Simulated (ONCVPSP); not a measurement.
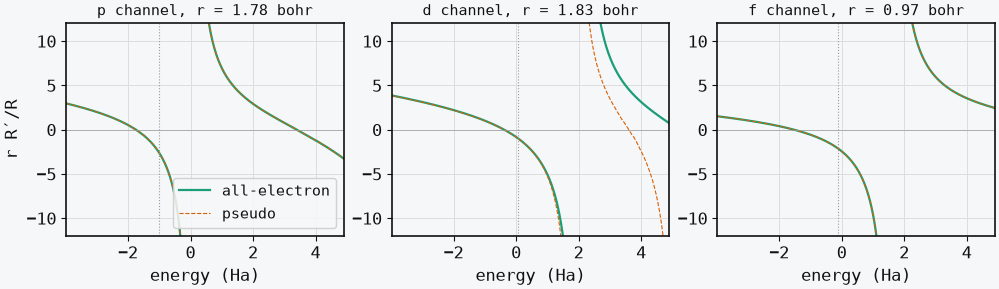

Logarithmic derivatives r R′/R at the test radius against energy, all-electron atom (solid) and pseudo-atom (dashed). Here R(r) is the radial function. The dotted line marks the reference energy of the channel. Not drawn: s: not judged, the stored energies step over a narrow level.

- Zeros of the logarithmic derivative: p: all-electron -1.7 and 3.4 Ha, pseudo -1.7 and 3.4 Ha; d: all-electron -0.4 Ha, pseudo -0.4 and 3.6 Ha; f: all-electron -1.5 Ha, pseudo -1.5 Ha.
- Poles, where the radial function vanishes at the test radius: p: all-electron at 0.1 Ha, pseudo at 0.1 Ha; d: all-electron at 2.0 Ha, pseudo at 1.9 Ha; f: all-electron at 1.6 Ha, pseudo at 1.6 Ha. The potential isn't sound: its ghost test gives GHOST(-) flagged for s at -8.3 eV; no localised positive-energy state flagged (flags above 300 eV left out).

**Run report: Yb, pseudopotential generation**

System: ytterbium (Yb, Z = 70), core [Kr] 4d10, reference valence 4f14 5s2 5p6 6s2, valence charge 24.
Method: ONCV potential, revPBE, scalar-relativistic, made with ONCVPSP 4.0.1.

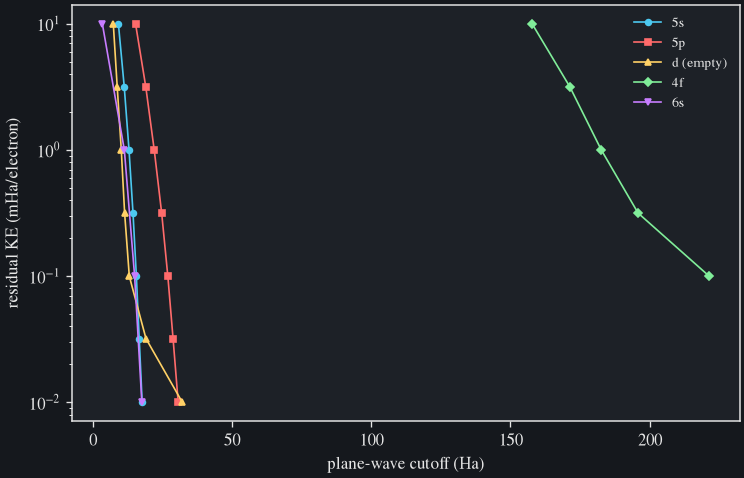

Residual kinetic energy of the pseudo-waves (the first of each channel, and further valence shells) beyond the plane-wave cutoff, as the generator prints it.

- Hardest wave at 1 mHa per electron: 4f, with rc = 0.95 bohr and qcut = 21.6 1/bohr. The optimisation minimises, but can't always remove, the kinetic energy above qcut²/2 = 233.3 Ha, and a larger rc would as a rule soften the wave at some cost in transferability.
- Cutoffs for 1 mHa per electron: 4f: 183 Ha; 5p: 22 Ha; 5s: 13 Ha; 6s: 11 Ha; d (empty): 10 Ha.
- Cutoffs for the occupied states: 183 Ha for 1 mHa and 221 Ha for 0.1 mHa per electron. The first is set by 4f.

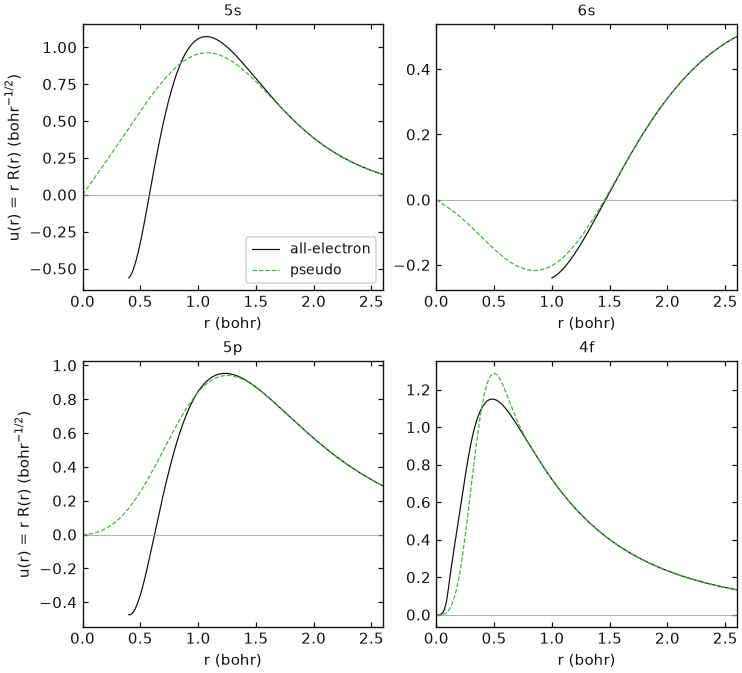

Pseudo-waves (dashed) against the all-electron radial functions (solid). The innermost oscillations of some all-electron curves aren't drawn. Reference configuration 4f14 5s2 5p6 6s2.

- Matching radii: 5s at 2.00 bohr; 6s at 2.00 bohr; 5p at 1.75 bohr; 4f at 0.95 bohr. The curves merge smoothly, so the plot gives these only roughly.
- Nodes of the pseudo-waves: 5s has no node; 6s has a node at about 1.5 bohr; 5p has no node; 4f has no node. A node in 6s is expected, since a lower shell of the same l is also in the valence and the two must stay orthogonal.
- Cutoffs needed: 183 Ha (loose) and 221 Ha (tight), as the cutoffs at which the residual kinetic energy of the hardest occupied pseudo-wave falls to 1 and 0.1 mHa per electron.

These pictures come from the run below.

## Input file
```
# ATOM AND REFERENCE CONFIGURATION
# atsym  z   nc   nv     iexc    psfile
  Yb 70.00    9    4  -102130      upf
#
#   n    l    f
    1    0    2.00
    2    0    2.00
    2    1    6.00
    3    0    2.00
    3    1    6.00
    3    2   10.00
    4    0    2.00
    4    1    6.00
    4    2   10.00
    4    3   14.00
    5    0    2.00
    5    1    6.00
    6    0    2.00
#
# PSEUDOPOTENTIAL AND OPTIMIZATION
# lmax
    3
#
#   l,   rc,      ep,       ncon, nbas, qcut
    0    2.00    0.00    4    8    6.20
    1    1.75    0.00    4    8    8.60
    2    1.80    0.02    4    8    4.90
    3    0.95    0.00    4    8   21.60
#
# LOCAL POTENTIAL
# lloc, lpopt,  rc(5),   dvloc0
    4    5    0.90    1.00
#
# VANDERBILT-KLEINMAN-BYLANDER PROJECTORs
# l, nproj, debl
    0    3    3.90
    1    3    3.40
    2    1    1.40
    3    2    2.50
#
# MODEL CORE CHARGE
# icmod, fcfact, rcfact
    1    0.35    0.00
#
# LOG DERIVATIVE ANALYSIS
# epsh1, epsh2, depsh
   -4.00    5.00    0.02
#
# OUTPUT GRID
# rlmax, drl
    6.00    0.01
#
# TEST CONFIGURATIONS
# ncnf
    4
# nvcnf
#   n    l    f
    4
    4    3   14.00
    5    0    2.00
    5    1    6.00
    6    0    1.00
#
    4
    4    3   14.00
    5    0    2.00
    5    1    6.00
    6    0    0.00
#
    4
    4    3   13.00
    5    0    2.00
    5    1    6.00
    6    0    0.00
#
    4
    4    3   12.00
    5    0    2.00
    5    1    6.00
    6    0    0.00
#
```

Launched with:
```bash
oncvpsp.x < Yb.dat > Yb.out
```

## The program's output (extracts)
```
ONCVPSP  (Optimized Norm-Conservinng Vanderbilt PSeudopotential)
scalar-relativistic version 4.0.1

#   n    l    f        energy (Ha)
    1    0    2.00    -2.2508021E+03
    2    0    2.00    -3.8134024E+02
    2    1    6.00    -3.3603582E+02
    3    0    2.00    -8.5954818E+01
    3    1    6.00    -7.2301238E+01
    3    2   10.00    -5.5698294E+01
    4    0    2.00    -1.6911219E+01
    4    1    6.00    -1.2431156E+01
    4    2   10.00    -6.5387214E+00
    4    3   14.00    -1.0967781E-01
    5    0    2.00    -2.0182337E+00
    5    1    6.00    -1.0074343E+00
    6    0    2.00    -1.4202053E-01

Reference configufation results
  iterations    49
  all-electron total energy (Ha)   -1.40601345D+04

Begin loop to  construct optimized pseudo wave functions
and semi-local pseudopoentials for all angular momenta

   Wellstate for l =  0  n =  8
     eigenvalue =   3.7580
     asymptotic potential =   4.2580
     half-point radius =  3.4654

Calculating optimized projector #   1

 for l=   0

    Fraction of norm inside rc  0.956903
    Optimizing pswf for qcut=   6.21 a_B^-1,  ecut=  19.27 Ha
    Residual kinetic energy error=  2.23D-06 Ha

    Energy error per electron        Cutoff
         Ha          eV             Ha
         0.01000     0.27211        9.26
         0.00100     0.02721       13.08
         0.00010     0.00272       15.72
         0.00001     0.00027       17.80

Calculating optimized projector #   2

 for l=   0

    Fraction of norm inside rc  0.050710
    Optimizing pswf for qcut=   6.21 a_B^-1,  ecut=  19.27 Ha
    Residual kinetic energy error=  2.49D-06 Ha

    Energy error per electron        Cutoff
         Ha          eV             Ha
         0.01000     0.27211        3.50
         0.00100     0.02721       11.40
         0.00010     0.00272       15.09
         0.00001     0.00027       17.68

Calculating optimized projector #   3

 for l=   0

    Fraction of norm inside rc  0.129614
    Optimizing pswf for qcut=   6.21 a_B^-1,  ecut=  19.27 Ha
    Residual kinetic energy error=  2.80D-04 Ha

    Energy error per electron        Cutoff
         Ha          eV             Ha
         0.01000     0.27211       12.82
         0.00100     0.02721       17.00
         0.00010     0.00272       25.94
         0.00001     0.00027       61.17

   Wellstate for l =  1  n =  7
     eigenvalue =   2.3926
     asymptotic potential =   2.8926
     half-point radius =  3.2624

   Wellstate for l =  1  n =  8
     eigenvalue =   5.7926
     asymptotic potential =   6.2926
     half-point radius =  3.0156

Calculating optimized projector #   1

 for l=   1

    Fraction of norm inside rc  0.757652
    Optimizing pswf for qcut=   8.61 a_B^-1,  ecut=  37.05 Ha
    Residual kinetic energy error=  7.60D-08 Ha

    Energy error per electron        Cutoff
         Ha          eV             Ha
         0.01000     0.27211       15.42
         0.00100     0.02721       22.13
         0.00010     0.00272       27.01
         0.00001     0.00027       30.74

Calculating optimized projector #   2

 for l=   1

    Fraction of norm inside rc  0.098971
    Optimizing pswf for qcut=   8.61 a_B^-1,  ecut=  37.05 Ha
    Residual kinetic energy error=  5.36D-07 Ha

    Energy error per electron        Cutoff
         Ha          eV             Ha
         0.01000     0.27211       16.26
         0.00100     0.02721       23.94
         0.00010     0.00272       28.85
         0.00001     0.00027       32.82

Calculating optimized projector #   3

 for l=   1

    Fraction of norm inside rc  0.112523
    Optimizing pswf for qcut=   8.61 a_B^-1,  ecut=  37.05 Ha
    Residual kinetic energy error=  8.27D-06 Ha

    Energy error per electron        Cutoff
         Ha          eV             Ha
         0.01000     0.27211       20.87
         0.00100     0.02721       28.53
         0.00010     0.00272       33.27
         0.00001     0.00027       37.51

WARNING wellstate: moderately localized bound state found for n= 5 l=  2
WARNING scattering state with energy  0.05000000
WARNING will be used for the first projector

   Wellstate for l =  2  n =  5
     eigenvalue =   0.0500
     asymptotic potential =   0.5500
     half-point radius =  4.3451

Calculating optimized projector #   1

 for l=   2

    Fraction of norm inside rc  0.314327
    Optimizing pswf for qcut=   4.91 a_B^-1,  ecut=  12.04 Ha
    Residual kinetic energy error=  1.92D-04 Ha

    Energy error per electron        Cutoff
         Ha          eV             Ha
         0.01000     0.27211        7.43
         0.00100     0.02721       10.30
         0.00010     0.00272       13.18
         0.00001     0.00027       32.24

   Wellstate for l =  3  n =  5
     eigenvalue =   2.3903
     asymptotic potential =   2.8903
     half-point radius =  2.0975

Calculating optimized projector #   1

 for l=   3

    Fraction of norm inside rc  0.742529
    Optimizing pswf for qcut=  21.60 a_B^-1,  ecut= 233.19 Ha
    Residual kinetic energy error=  9.11D-05 Ha

    Energy error per electron        Cutoff
         Ha          eV             Ha
         0.01000     0.27211      157.80
         0.00100     0.02721      182.66
         0.00010     0.00272      221.41

Calculating optimized projector #   2

 for l=   3

    Fraction of norm inside rc  0.099331
    Optimizing pswf for qcut=  21.60 a_B^-1,  ecut= 233.19 Ha
    Residual kinetic energy error=  1.30D-07 Ha

    Energy error per electron        Cutoff
         Ha          eV             Ha
         0.01000     0.27211      145.49
         0.00100     0.02721      172.11
         0.00010     0.00272      193.07
         0.00001     0.00027      209.31

Construct Vanderbilt / Kleinmman-Bylander projectors

B matrix Hermiticity error, ll=   0
   1   2    1.6429E-04
   1   3    7.3251E-04
   2   3   -1.7004E-04

  Orthonormal projector coefficients  2.2383E+01  3.9265E+00  5.8124E-01

B matrix Hermiticity error, ll=   1
   1   2   -4.2830E-04
   1   3    7.0602E-04
   2   3    2.8542E-04

  Orthonormal projector coefficients  1.9988E+01  3.5247E+00  3.3783E-01

B matrix Hermiticity error, ll=   3
   1   2    8.7214E-04

  Orthonormal projector coefficients -3.6266E+01 -7.9175E+00

Model core correction analysis
  based on d2Exc/dn_idn_j

d2excae - all-electron derivatives

   -1.979305D-02   -1.188491D-02   -8.538841D-03   -5.361836D-04
   -1.184810D-02   -2.652878D-02   -2.239736D-02   -7.059535D-04
   -8.536015D-03   -2.260652D-02   -2.216429D-02   -3.656485D-04
   -6.377963D-04   -1.045453D-03   -9.710887D-04   -7.322004D-05

d2excps - pseudofunction derivatives with no core correction

   -3.768441D-02   -1.821813D-02   -1.018744D-02   -9.457725D-04
   -1.818140D-02   -2.379087D-02   -2.137770D-02   -6.414813D-04
   -1.018462D-02   -2.158763D-02   -2.264493D-02   -3.333792D-04
   -1.047788D-03   -9.824492D-04   -9.414887D-04   -7.022941D-05

rms 2nd derivative error    5.098454E-03

Polynomial model core charge

d2excps - pseudofunction derivatives with core correction

   -2.402620D-02   -1.379786D-02   -8.932250D-03   -6.396000D-04
   -1.376118D-02   -2.164852D-02   -2.026776D-02   -4.930130D-04
   -8.929423D-03   -2.047674D-02   -2.207306D-02   -2.638098D-04
   -7.411506D-04   -8.324464D-04   -8.692088D-04   -5.959223D-05

rms 2nd derivative error    1.913404E-03

Pseudoatom total energy -244.629069

Diagnostic tests using Vanderbilt-Kleinman-Bylander pseudopotentials
  1 or more projectors used as specified by nproj input data

   l    rcore       rmatch      e in        delta e   norm test  slope test

   0   2.0037223   2.0645597  -2.0182337   0.0000011   1.0001766   1.0001676
   0   2.0037223   2.0645597  -0.1420205   0.0000041   1.0000675   1.0000284
   0   2.0037223   2.0645597   3.7579795   0.0000222   1.0003493   1.0003493

   1   1.7566367   1.8099720  -1.0074343  -0.0000019   1.0001257   1.0001415
   1   1.7566367   1.8099720   2.3925657   0.0000608   1.0003487   1.0003487
   1   1.7566367   1.8099720   5.7925657   0.0001276   1.0005039   1.0005039

   2   1.8099720   1.8649267   0.0500000   0.0000047   1.0000016   1.0000017

   3   0.9543066   0.9832814  -0.1096778   0.0000295   1.0004148   1.0003560
   3   0.9543066   0.9832814   2.3903222   0.0000040   1.0007693   1.0007693

 Testing for bound ghosts
   n   l    E NL Schr. Eq   E Basis Diag.   E Cutoff

   1   0       -2.018233       -2.018231     87.42
       0                       -0.303566     87.42  WARNING - GHOST(-)
   2   0       -0.142016       -0.097776     87.42

   2   1       -1.007436       -1.007326    128.15

   3   2       -0.022945        0.023856     78.37

   4   3       -0.109648       -0.098408    426.78

 Testing for highly-localized positive-energy ghosts
       l    <radius>/rc     E Basis Diag.   E Cutoff

       1        0.354416       12.023301    128.15  WARNING - GHOST(+)

Test configuration 0

   n   l     f        eae           eps        diff
   1   0  2.0000-2250.80211415
   2   0  2.0000 -381.34023945
   2   1  6.0000 -336.03582142
   3   0  2.0000  -85.95481816
   3   1  6.0000  -72.30123799
   3   2 10.0000  -55.69829361
   4   0  2.0000  -16.91121877
   4   1  6.0000  -12.43115552
   4   2 10.0000   -6.53872141
   4   3 14.0000   -0.10967781   -0.10964835    2.95D-05
   5   0  2.0000   -2.01823374   -2.01823266    1.08D-06
   5   1  6.0000   -1.00743433   -1.00743625   -1.92D-06
   6   0  2.0000   -0.14202053   -0.14201643    4.10D-06

    Total energies and differences
      AE_ref= -1.40601345D+04  AE_tst= -1.40601345D+04  dif=  0.00D+00
      PS_ref= -2.44629069D+02  PS_tst= -2.44629069D+02  dif=  2.32D-10
      PSP excitation error= -2.32D-10

Test configuration 1

   n   l     f        eae           eps        diff
   1   0  2.0000-2251.04876332
   2   0  2.0000 -381.58596140
   2   1  6.0000 -336.28168566
   3   0  2.0000  -86.19920130
   3   1  6.0000  -72.54564741
   3   2 10.0000  -55.94282857
   4   0  2.0000  -17.15610516
   4   1  6.0000  -12.67625722
   4   2 10.0000   -6.78410954
   4   3 14.0000   -0.35567231   -0.35566541    6.90D-06
   5   0  2.0000   -2.26713411   -2.26667841    4.56D-04
   5   1  6.0000   -1.25599432   -1.25585672    1.38D-04
   6   0  1.0000   -0.33590945   -0.33582614    8.33D-05

    Total energies and differences
      AE_ref= -1.40601345D+04  AE_tst= -1.40598964D+04  dif=  2.38D-01
      PS_ref= -2.44629069D+02  PS_tst= -2.44392278D+02  dif=  2.37D-01
      PSP excitation error=  1.32D-03

Test configuration 2

   n   l     f        eae           eps        diff
   1   0  2.0000-2251.34031244
   2   0  2.0000 -381.87562499
   2   1  6.0000 -336.57154584
   3   0  2.0000  -86.48672849
   3   1  6.0000  -72.83321011
   3   2 10.0000  -56.23058087
   4   0  2.0000  -17.44442140
   4   1  6.0000  -12.96488849
   4   2 10.0000   -7.07314285
   4   3 14.0000   -0.64516541   -0.64555697   -3.92D-04
   5   0  2.0000   -2.56015257   -2.55918396    9.69D-04
   5   1  6.0000   -1.54688930   -1.54660322    2.86D-04

    Total energies and differences
      AE_ref= -1.40601345D+04  AE_tst= -1.40594510D+04  dif=  6.84D-01
      PS_ref= -2.44629069D+02  PS_tst= -2.43947100D+02  dif=  6.82D-01
      PSP excitation error=  1.62D-03

Test configuration 3

psatom: WARNING lschvkbb convergence error n,l,iter=   4   3   3
ea(ii),et,emin,emax -1.096483E-01 -1.206132E-01 -1.206132E-01 -1.206132E-01
run_config: WARNING for fully non-local PS atom, stg. 1
 WARNING no output for configuration 4

Test configuration 4

psatom: WARNING lschvkbb convergence error n,l,iter=   4   3   3
ea(ii),et,emin,emax -1.096483E-01 -1.206132E-01 -1.206132E-01 -1.206132E-01
run_config: WARNING for fully non-local PS atom, stg. 1
 WARNING no output for configuration 5
```

## Key numbers

- outcome: generated, with a ghost state
- cutoffs needed: 183 Ha and 221 Ha (the cutoffs at which the residual kinetic energy of the hardest occupied pseudo-wave falls to 1 and 0.1 mHa per electron)
- ghost test: GHOST(-) flagged for s at -8.3 eV; no localised positive-energy state flagged (flags above 300 eV left out)
- configuration tests: 2 of 4 tests not solved
- rms error of d²Exc/dni dnj: 5.10 mHa without and 1.91 mHa with the model core
- largest excitation error among the tests solved: +44 meV (all-electron minus pseudo) for 4f14 5s2 5p6 6s0
- range over which the phases arctan(r R′/R) at the test radius agree within 0.05 rad (a looser test near the poles than one of phase shifts): p: over the whole range computed; d: up to about 2.4 Ha; f: over the whole range computed; s: not judged, the stored energies step over a narrow level
- hardware: 1 CPU thread, shared host
- wall time: 5.6 s

## Notes

The potential has a bound ghost state, so it can't be used as it stands. Warnings of the program, in the generation or the tests: wellstate: moderately localized bound state found for n= 5 l= 2; psatom: WARNING lschvkbb convergence error n,l,iter= 4 3 3.
